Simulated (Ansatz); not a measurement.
# Cl2HIn···H2O: what the fields show

The calculation's input:

```
crystal:
  periodic: [false, false, false]
  atoms:
    - { symbol: In, position_ang: [0.0, 0.0, 0.0] }
    - { symbol: O, position_ang: [0.0, 0.0, 2.34] }
    - { symbol: H, position_ang: [-0.9095, -0.2814, 2.6771] }
    - { symbol: Cl, position_ang: [2.113, 0.0, -1.22] }
    - { symbol: Cl, position_ang: [-2.113, 0.0, -1.22] }
    - { symbol: H, position_ang: [0.4415, 1.9141, 0.6527] }
    - { symbol: H, position_ang: [0.3347, 1.4511, 1.654] }
basis:
  gaussian: { orbitals: def2-SVP }
hamiltonian:
  xc: hf
relax:
  f_tol: 0.15
  max_steps: 25
  restrain:
    - { distance: [0, 5], at: 1.77, k: 30.0 }
    - { distance: [6, 1], at: 1.01, k: 30.0 }
    - { distance: [0, 1], at: 3.19, k: 30.0 }
    - { distance: [6, 5], at: 1.86, k: 30.0 }
output:
  orbitals: {}
```

Command:

```sh
ansatz run input.yaml --threads 1 --pin off --max-ram 2048MiB --backend cpu --events-out ev --progress --plain --runs-dir out
```

The fields are those of the run's last geometry, not of the input's.

Core potentials replace the inner electrons of In; not at a stationary point (largest force 1.5 eV/Å).

The calculation used RHF/def2-SVP (Ansatz 0.2.0).

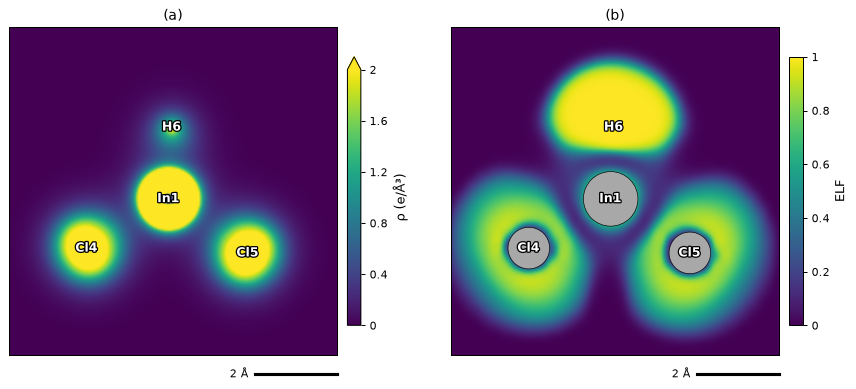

Figure 1. (a) electron density; (b) ELF on the plane of atoms Cl5, In1 and H6. Grey discs cover the atomic cores in the ELF map.

> Describe what can be read from this map.

- The plane passes through In, Cl and H nuclei.
- In–Cl (2.34 Å): ρ at the midpoint is about 0.51 e/Å³; the ELF peaks at about 0.85 in the valence shell of Cl, 0.8 Å from its nucleus, and drops to about 0.10 between the two atoms.
- In–H (1.75 Å): the density is about 1 e/Å³ at the midpoint; the ELF climbs to about 1 towards the hydrogen.
- The ELF also peaks beside Cl5 and Cl4, away from the bonds: lone-pair regions.

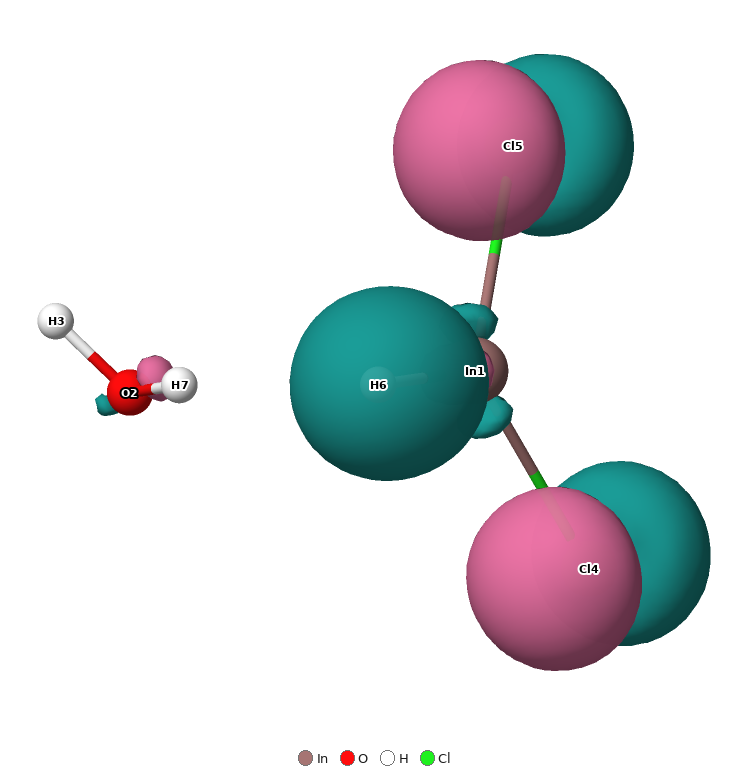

Figure 2. The HOMO at ±0.15 Å⁻³ᐟ² (teal and pink are the two phases), seen at a tilt.

> What is the character of this orbital?

By Hirshfeld shares it lies mainly on Cl4 (about 35 %), Cl5 (about 30 %), H6 (about 15 %) and In1 (about 15 %). Its energy is −11.81 eV.

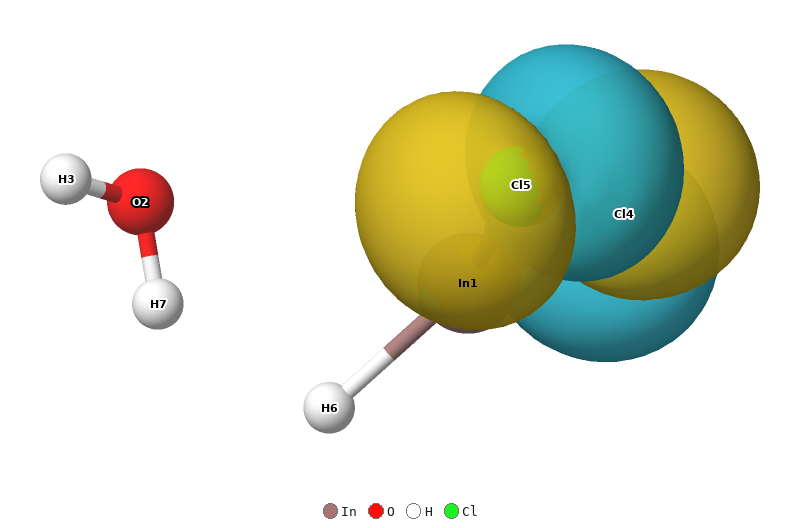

Figure 3. The HOMO−1 at ±0.1 Å⁻³ᐟ² (yellow and cyan are the two phases), seen from one side.

> Describe this orbital and give its energy.

It lies mainly on Cl5 (about 50 %) and Cl4 (about 45 %); largely a combination of lone pairs on Cl5 and Cl4. Its energy is −11.97 eV.
